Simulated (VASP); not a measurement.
# Ni3Pt: structure and properties in VASP, part 4 of 15

What structure does Ni3Pt take at this level, and what are its properties? The start is a computed cell from the Materials Project.

VASP 6.6.1, plane waves and PAW; the level of theory is named at each step.

Still holding for the runs below: The k-mesh is coarse for a metal.

So far, largest spin moment in the PAW sphere (μB): step 2 (magnetic order: ferromagnetic) 0.877.

### 4. Magnetic order: antiferromagnetic, q = (0, 0, 1/2)

This step: r2SCAN with rVV10, spin-polarised from an antiferromagnetic start; plane waves and PAW (Ni, Pt) (VASP 6.6.1).

System of this step: Ni3Pt. The structure is cubic, space group Pm-3m (No. 221). The conventional cell has a = 3.625 Å, b = 3.625 Å, c = 3.625 Å, α = 90.00°, β = 90.00°, γ = 90.00°. Ni has 8 Ni at 2.56 Å and 4 Pt at 2.56 Å nearest. Nearest to Ni lie 8 Ni at 2.56 Å and 4 Pt at 2.56 Å. Pt has 12 Ni at 2.56 Å nearest. Farther neighbours are not listed.

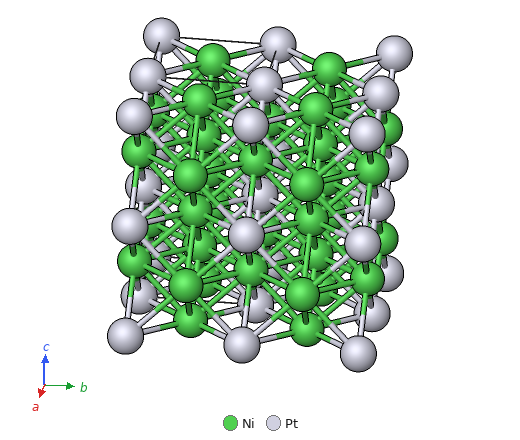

The cell of this step (nickel green, platinum light grey). 2×2×1 cells are drawn. Some periodic images of atoms are drawn too.

Next, a pattern with opposite moments, which needs a doubled cell; q is given in the reciprocal vectors of the primitive cell.

Contents of INCAR:

```
SYSTEM = Ni3Pt
PREC = Accurate
ENCUT = 400
EDIFF = 1E-06
NELM = 100
ISMEAR = 1
SIGMA = 0.2
LREAL = .FALSE.
ALGO = Normal
METAGGA = R2SCAN
LUSE_VDW = .TRUE.
IVDW_NL = 2
BPARAM = 11.95
CPARAM = 0.0093
LASPH = .TRUE.
NBANDS = 53
ISPIN = 2
MAGMOM = 1 -1 1 -1 1 -1 0 0
LMAXMIX = 4
LORBIT = 11
LWAVE = .FALSE.
LCHARG = .FALSE.
KPAR = 8
ISIF = 2
```

Contents of POSCAR:

```
Ni3Pt
1.0
    3.6245667900      0.0000000000      0.0000000000
    0.0000000000      3.6245667900      0.0000000000
    0.0000000000      0.0000000000      7.2491335800
Ni Pt
6 2
Direct
    0.5000000000      0.0000000000      0.2500000000
    0.5000000000      0.0000000000      0.7500000000
    0.0000000000      0.5000000000      0.2500000000
    0.0000000000      0.5000000000      0.7500000000
    0.5000000000      0.5000000000      0.0000000000
    0.5000000000      0.5000000000      0.5000000000
    0.0000000000      0.0000000000      0.0000000000
    0.0000000000      0.0000000000      0.5000000000
```

Contents of KPOINTS:

```
Automatic mesh
0
Gamma
6 6 3
0 0 0
```

Potentials, in the order of the species: Ni and Pt (PBE family, release 64).

Started as:

```console
$ mpirun -np 8 vasp_std
```

Output:

```text
[banner, memory and clock lines left out]
running    8 mpi-ranks, on    1 nodes
 distrk:  each k-point on    1 cores,    8 groups
 distr:  one band on    1 cores,    1 groups

 POSCAR found type information on POSCAR NiPt
 POSCAR found :  2 types and       8 ions
 [... a notice as in an earlier step ...]

 [... a notice as in an earlier step ...]

 [... a notice as in an earlier step ...]

 LDA part: xc-table for (None), standard interpolation
 POSCAR, INCAR and KPOINTS ok, starting setup
 FFT: planning ... GRIDC
 FFT: planning ... GRID_SOFT
 FFT: planning ... GRID
 WAVECAR not read
 entering main loop
       N       E                     dE             d eps       ncg     rms          rms(c)
Total rVV10 correction in eV:      1.9268534    91.9653268
Total rVV10 correction in eV:      1.9268534    91.9653268
Total rVV10 correction in eV:      1.9268534    91.9653268
Total rVV10 correction in eV:      1.9268534    91.9653268
Total rVV10 correction in eV:      1.9268534    91.9653268
Total rVV10 correction in eV:      1.9268534    91.9653268
Total rVV10 correction in eV:      1.9268534    91.9653268
Total rVV10 correction in eV:      1.9268534    91.9653268
DAV:   1     0.479453436994E+03    0.47945E+03   -0.30270E+04  4280   0.174E+03
DAV:   2    -0.125509283035E+03   -0.60496E+03   -0.56168E+03  4260   0.395E+02
DAV:   3    -0.191294529876E+03   -0.65785E+02   -0.57388E+02  4397   0.151E+02
DAV:   4    -0.193540746013E+03   -0.22462E+01   -0.22066E+01  4656   0.299E+01
DAV:   5    -0.193588121807E+03   -0.47376E-01   -0.47361E-01  5470   0.337E+00    0.325E+01
Total rVV10 correction in eV:      1.7592460    91.9653262
Total rVV10 correction in eV:      1.7592460    91.9653262
Total rVV10 correction in eV:      1.7592460    91.9653262
Total rVV10 correction in eV:      1.7592460    91.9653262
Total rVV10 correction in eV:      1.7592460    91.9653262
Total rVV10 correction in eV:      1.7592460    91.9653262
Total rVV10 correction in eV:      1.7592460    91.9653262
Total rVV10 correction in eV:      1.7592460    91.9653262
DAV:   6    -0.181499152769E+03    0.12089E+02   -0.88482E+01  4491   0.125E+02    0.355E+01
Total rVV10 correction in eV:      1.7960371    91.9653266
Total rVV10 correction in eV:      1.7960371    91.9653266
Total rVV10 correction in eV:      1.7960371    91.9653266
Total rVV10 correction in eV:      1.7960371    91.9653266
Total rVV10 correction in eV:      1.7960371    91.9653266
Total rVV10 correction in eV:      1.7960371    91.9653266
Total rVV10 correction in eV:      1.7960371    91.9653266
Total rVV10 correction in eV:      1.7960371    91.9653266
DAV:   7    -0.173415499259E+03    0.80837E+01   -0.31758E+01  5154   0.981E+01    0.119E+01
Total rVV10 correction in eV:      1.7931524    91.9653261
Total rVV10 correction in eV:      1.7931524    91.9653261
Total rVV10 correction in eV:      1.7931524    91.9653261
Total rVV10 correction in eV:      1.7931524    91.9653261
Total rVV10 correction in eV:      1.7931524    91.9653261
Total rVV10 correction in eV:      1.7931524    91.9653261
Total rVV10 correction in eV:      1.7931524    91.9653261
Total rVV10 correction in eV:      1.7931524    91.9653261
DAV:   8    -0.173690577304E+03   -0.27508E+00   -0.34285E+00  6185   0.317E+01    0.132E+01
Total rVV10 correction in eV:      1.7920703    91.9653262
Total rVV10 correction in eV:      1.7920703    91.9653262
Total rVV10 correction in eV:      1.7920703    91.9653262
Total rVV10 correction in eV:      1.7920703    91.9653262
Total rVV10 correction in eV:      1.7920703    91.9653262
Total rVV10 correction in eV:      1.7920703    91.9653262
Total rVV10 correction in eV:      1.7920703    91.9653262
Total rVV10 correction in eV:      1.7920703    91.9653262
DAV:   9    -0.173467617330E+03    0.22296E+00   -0.36219E+00  5395   0.383E+01    0.936E+00
Total rVV10 correction in eV:      1.7873310    91.9653262
Total rVV10 correction in eV:      1.7873310    91.9653262
Total rVV10 correction in eV:      1.7873310    91.9653262
Total rVV10 correction in eV:      1.7873310    91.9653262
Total rVV10 correction in eV:      1.7873310    91.9653262
Total rVV10 correction in eV:      1.7873310    91.9653262
Total rVV10 correction in eV:      1.7873310    91.9653262
Total rVV10 correction in eV:      1.7873310    91.9653262
DAV:  10    -0.173169706405E+03    0.29791E+00   -0.67601E-01  6140   0.169E+01    0.351E+00
Total rVV10 correction in eV:      1.7849789    91.9653262
Total rVV10 correction in eV:      1.7849789    91.9653262
Total rVV10 correction in eV:      1.7849789    91.9653262
Total rVV10 correction in eV:      1.7849789    91.9653262
Total rVV10 correction in eV:      1.7849789    91.9653262
Total rVV10 correction in eV:      1.7849789    91.9653262
Total rVV10 correction in eV:      1.7849789    91.9653262
Total rVV10 correction in eV:      1.7849789    91.9653262
DAV:  11    -0.173142015760E+03    0.27691E-01   -0.14455E-01  5068   0.482E+00    0.243E+00
Total rVV10 correction in eV:      1.7825901    91.9653262
Total rVV10 correction in eV:      1.7825901    91.9653262
Total rVV10 correction in eV:      1.7825901    91.9653262
Total rVV10 correction in eV:      1.7825901    91.9653262
Total rVV10 correction in eV:      1.7825901    91.9653262
Total rVV10 correction in eV:      1.7825901    91.9653262
Total rVV10 correction in eV:      1.7825901    91.9653262
Total rVV10 correction in eV:      1.7825901    91.9653262
DAV:  12    -0.173141142965E+03    0.87279E-03   -0.31020E-02  6524   0.237E+00    0.179E+00
Total rVV10 correction in eV:      1.7811548    91.9653262
Total rVV10 correction in eV:      1.7811548    91.9653262
Total rVV10 correction in eV:      1.7811548    91.9653262
Total rVV10 correction in eV:      1.7811548    91.9653262
Total rVV10 correction in eV:      1.7811548    91.9653262
Total rVV10 correction in eV:      1.7811548    91.9653262
Total rVV10 correction in eV:      1.7811548    91.9653262
Total rVV10 correction in eV:      1.7811548    91.9653262
DAV:  13    -0.173152130003E+03   -0.10987E-01   -0.25782E-02  6453   0.389E+00    0.119E+00
Total rVV10 correction in eV:      1.7803819    91.9653262
Total rVV10 correction in eV:      1.7803819    91.9653262
Total rVV10 correction in eV:      1.7803819    91.9653262
Total rVV10 correction in eV:      1.7803819    91.9653262
Total rVV10 correction in eV:      1.7803819    91.9653262
Total rVV10 correction in eV:      1.7803819    91.9653262
Total rVV10 correction in eV:      1.7803819    91.9653262
Total rVV10 correction in eV:      1.7803819    91.9653262
DAV:  14    -0.173153502577E+03   -0.13726E-02   -0.21528E-02  7153   0.272E+00    0.618E-01
Total rVV10 correction in eV:      1.7803355    91.9653262
[...]
Total rVV10 correction in eV:      1.7798104    91.9653262
Total rVV10 correction in eV:      1.7798104    91.9653262
Total rVV10 correction in eV:      1.7798104    91.9653262
Total rVV10 correction in eV:      1.7798104    91.9653262
Total rVV10 correction in eV:      1.7798104    91.9653262
Total rVV10 correction in eV:      1.7798104    91.9653262
DAV:  28    -0.173157208948E+03    0.51091E-05   -0.18973E-05  5057   0.804E-02    0.109E-02
Total rVV10 correction in eV:      1.7798133    91.9653262
Total rVV10 correction in eV:      1.7798133    91.9653262
Total rVV10 correction in eV:      1.7798133    91.9653262
Total rVV10 correction in eV:      1.7798133    91.9653262
Total rVV10 correction in eV:      1.7798133    91.9653262
Total rVV10 correction in eV:      1.7798133    91.9653262
Total rVV10 correction in eV:      1.7798133    91.9653262
Total rVV10 correction in eV:      1.7798133    91.9653262
DAV:  29    -0.173157192246E+03    0.16701E-04   -0.87911E-05  6113   0.163E-01    0.155E-02
Total rVV10 correction in eV:      1.7798136    91.9653262
Total rVV10 correction in eV:      1.7798136    91.9653262
Total rVV10 correction in eV:      1.7798136    91.9653262
Total rVV10 correction in eV:      1.7798136    91.9653262
Total rVV10 correction in eV:      1.7798136    91.9653262
Total rVV10 correction in eV:      1.7798136    91.9653262
Total rVV10 correction in eV:      1.7798136    91.9653262
Total rVV10 correction in eV:      1.7798136    91.9653262
DAV:  30    -0.173157181829E+03    0.10417E-04   -0.85627E-05  6891   0.133E-01    0.163E-02
Total rVV10 correction in eV:      1.7798140    91.9653262
Total rVV10 correction in eV:      1.7798140    91.9653262
Total rVV10 correction in eV:      1.7798140    91.9653262
Total rVV10 correction in eV:      1.7798140    91.9653262
Total rVV10 correction in eV:      1.7798140    91.9653262
Total rVV10 correction in eV:      1.7798140    91.9653262
Total rVV10 correction in eV:      1.7798140    91.9653262
Total rVV10 correction in eV:      1.7798140    91.9653262
DAV:  31    -0.173157177374E+03    0.44555E-05   -0.24931E-05  6484   0.699E-02    0.156E-02
Total rVV10 correction in eV:      1.7798140    91.9653262
Total rVV10 correction in eV:      1.7798140    91.9653262
Total rVV10 correction in eV:      1.7798140    91.9653262
Total rVV10 correction in eV:      1.7798140    91.9653262
Total rVV10 correction in eV:      1.7798140    91.9653262
Total rVV10 correction in eV:      1.7798140    91.9653262
Total rVV10 correction in eV:      1.7798140    91.9653262
Total rVV10 correction in eV:      1.7798140    91.9653262
DAV:  32    -0.173157174367E+03    0.30070E-05   -0.55707E-06  3603   0.379E-02    0.157E-02
Total rVV10 correction in eV:      1.7798145    91.9653262
Total rVV10 correction in eV:      1.7798145    91.9653262
Total rVV10 correction in eV:      1.7798145    91.9653262
Total rVV10 correction in eV:      1.7798145    91.9653262
Total rVV10 correction in eV:      1.7798145    91.9653262
Total rVV10 correction in eV:      1.7798145    91.9653262
Total rVV10 correction in eV:      1.7798145    91.9653262
Total rVV10 correction in eV:      1.7798145    91.9653262
DAV:  33    -0.173157170683E+03    0.36832E-05   -0.43490E-06  3168   0.338E-02    0.164E-02
Total rVV10 correction in eV:      1.7798152    91.9653262
Total rVV10 correction in eV:      1.7798152    91.9653262
Total rVV10 correction in eV:      1.7798152    91.9653262
Total rVV10 correction in eV:      1.7798152    91.9653262
Total rVV10 correction in eV:      1.7798152    91.9653262
Total rVV10 correction in eV:      1.7798152    91.9653262
Total rVV10 correction in eV:      1.7798152    91.9653262
Total rVV10 correction in eV:      1.7798152    91.9653262
DAV:  34    -0.173157163108E+03    0.75757E-05   -0.15374E-05  5563   0.628E-02    0.185E-02
Total rVV10 correction in eV:      1.7798152    91.9653262
Total rVV10 correction in eV:      1.7798152    91.9653262
Total rVV10 correction in eV:      1.7798152    91.9653262
Total rVV10 correction in eV:      1.7798152    91.9653262
Total rVV10 correction in eV:      1.7798152    91.9653262
Total rVV10 correction in eV:      1.7798152    91.9653262
Total rVV10 correction in eV:      1.7798152    91.9653262
Total rVV10 correction in eV:      1.7798152    91.9653262
DAV:  35    -0.173157161800E+03    0.13077E-05   -0.42893E-06  4324   0.162E-02    0.170E-02
Total rVV10 correction in eV:      1.7798153    91.9653262
Total rVV10 correction in eV:      1.7798153    91.9653262
Total rVV10 correction in eV:      1.7798153    91.9653262
Total rVV10 correction in eV:      1.7798153    91.9653262
Total rVV10 correction in eV:      1.7798153    91.9653262
Total rVV10 correction in eV:      1.7798153    91.9653262
Total rVV10 correction in eV:      1.7798153    91.9653262
Total rVV10 correction in eV:      1.7798153    91.9653262
DAV:  36    -0.173157159841E+03    0.19587E-05   -0.76680E-07  2175   0.153E-02    0.176E-02
Total rVV10 correction in eV:      1.7798157    91.9653262
Total rVV10 correction in eV:      1.7798157    91.9653262
Total rVV10 correction in eV:      1.7798157    91.9653262
Total rVV10 correction in eV:      1.7798157    91.9653262
Total rVV10 correction in eV:      1.7798157    91.9653262
Total rVV10 correction in eV:      1.7798157    91.9653262
Total rVV10 correction in eV:      1.7798157    91.9653262
Total rVV10 correction in eV:      1.7798157    91.9653262
DAV:  37    -0.173157156205E+03    0.36360E-05   -0.24163E-06  2337   0.276E-02    0.187E-02
Total rVV10 correction in eV:      1.7798161    91.9653262
Total rVV10 correction in eV:      1.7798161    91.9653262
Total rVV10 correction in eV:      1.7798161    91.9653262
Total rVV10 correction in eV:      1.7798161    91.9653262
Total rVV10 correction in eV:      1.7798161    91.9653262
Total rVV10 correction in eV:      1.7798161    91.9653262
Total rVV10 correction in eV:      1.7798161    91.9653262
Total rVV10 correction in eV:      1.7798161    91.9653262
DAV:  38    -0.173157150421E+03    0.57847E-05   -0.75832E-06  4403   0.430E-02    0.198E-02
Total rVV10 correction in eV:      1.7798157    91.9653262
Total rVV10 correction in eV:      1.7798157    91.9653262
Total rVV10 correction in eV:      1.7798157    91.9653262
Total rVV10 correction in eV:      1.7798157    91.9653262
Total rVV10 correction in eV:      1.7798157    91.9653262
Total rVV10 correction in eV:      1.7798157    91.9653262
Total rVV10 correction in eV:      1.7798157    91.9653262
Total rVV10 correction in eV:      1.7798157    91.9653262
DAV:  39    -0.173157152069E+03   -0.16485E-05   -0.19514E-06  2465   0.210E-02    0.187E-02
Total rVV10 correction in eV:      1.7798158    91.9653262
Total rVV10 correction in eV:      1.7798158    91.9653262
Total rVV10 correction in eV:      1.7798158    91.9653262
Total rVV10 correction in eV:      1.7798158    91.9653262
Total rVV10 correction in eV:      1.7798158    91.9653262
Total rVV10 correction in eV:      1.7798158    91.9653262
Total rVV10 correction in eV:      1.7798158    91.9653262
Total rVV10 correction in eV:      1.7798158    91.9653262
DAV:  40    -0.173157152197E+03   -0.12810E-06   -0.48764E-07  2165   0.431E-03
Total rVV10 correction in eV:      1.7798232    91.9653262
Total rVV10 correction in eV:      1.7798232    91.9653262
Total rVV10 correction in eV:      1.7798232    91.9653262
Total rVV10 correction in eV:      1.7798232    91.9653262
Total rVV10 correction in eV:      1.7798232    91.9653262
Total rVV10 correction in eV:      1.7798232    91.9653262
Total rVV10 correction in eV:      1.7798232    91.9653262
Total rVV10 correction in eV:      1.7798232    91.9653262
Total rVV10 correction in eV:      1.7798156    91.9653262
Total rVV10 correction in eV:      1.7798156    91.9653262
Total rVV10 correction in eV:      1.7798156    91.9653262
Total rVV10 correction in eV:      1.7798156    91.9653262
Total rVV10 correction in eV:      1.7798156    91.9653262
Total rVV10 correction in eV:      1.7798156    91.9653262
Total rVV10 correction in eV:      1.7798156    91.9653262
Total rVV10 correction in eV:      1.7798156    91.9653262
   1 F= -.17315715E+03 E0= -.17315881E+03  d E =0.497202E-02  mag=     0.0000
```

It took 8.9 min on 8 MPI ranks of AMD EPYC 7R43, shared host; peak memory 3.1 GiB.

[end of part 4 of 15]

[Lines on the potential files, build, host, timing and source positions are cut from VASP's logs without a mark.]

[Logs are printed without paths, hosts, clocks, repeated set-up lines and the standing remarks that a program may print on its own settings, such as how far it seeks lower states.]

[Hosts, paths, dates, database ids (printed as entryN), source tags and the programs' standing remarks are cut or masked in the printed files.]

[A measured line is paired with the nearest computed mode of its activity, which favours agreement.]

[In band tables of VASP the shares of atoms and orbitals are scaled to a sum of 1 inside the atoms' spheres.]
